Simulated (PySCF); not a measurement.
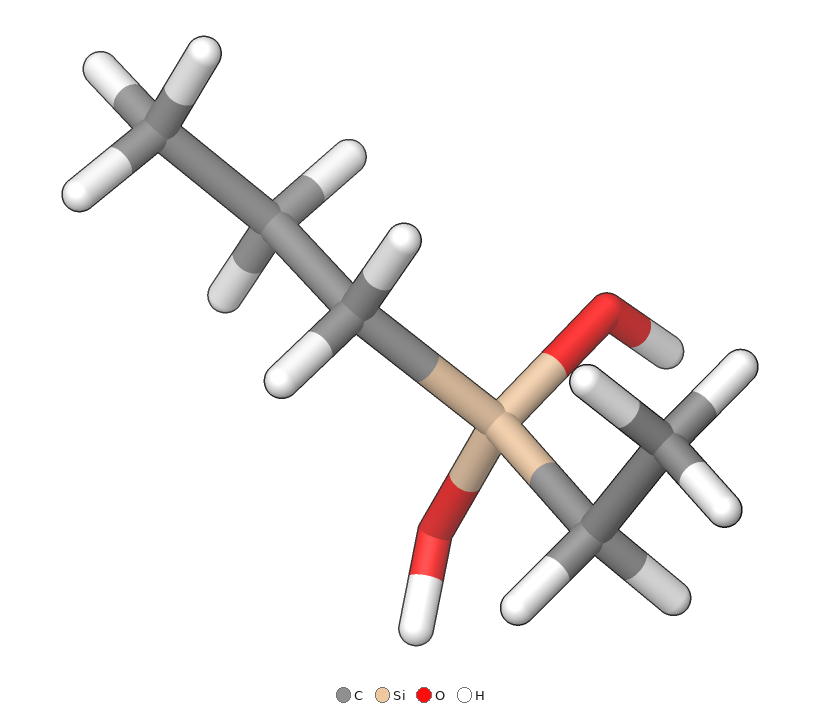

The geometry was computed by an optimisation with PBE0-D3(BJ)/def2-SVP. No frequency run is at hand to confirm it as a minimum.

Draw it as a skeletal formula.

SMILES: CCC[Si](O)(O)CC

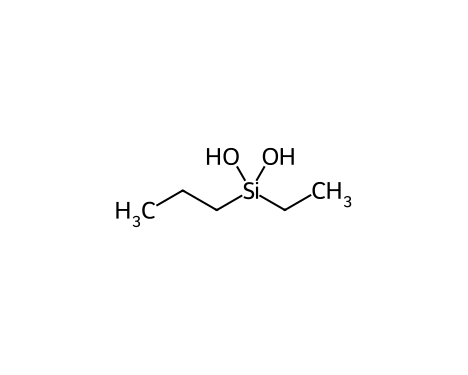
